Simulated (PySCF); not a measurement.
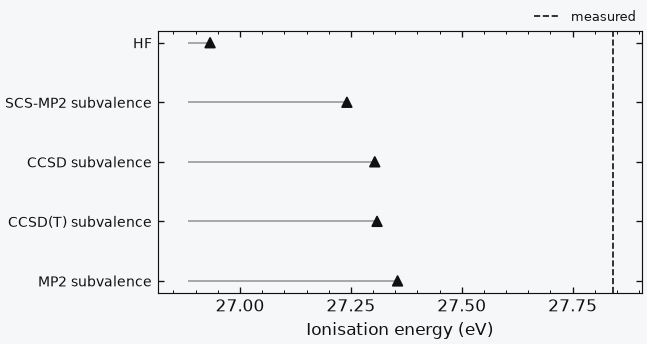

The ionisation energy of an atom or ion with 50 electrons in the configuration [Kr] 4d¹⁰ 5s² 5p² by several methods. PySCF, aug-cc-pwCVDZ-PP with a 28-electron core potential, unrestricted single determinants, no spin-orbit coupling. Methods marked “subvalence” freeze no core electrons.

Which atom or ion is it?

Answer. Te²⁺. The values run from 26.933 eV (HF) to 27.355 eV (MP2 subvalence). The measured value is 27.840 ± 0.04 eV; nearest to it come MP2 subvalence (−0.485) and CCSD(T) subvalence (−0.531), furthest HF (−0.907 eV).

Caveat: spin-orbit shift not estimated.
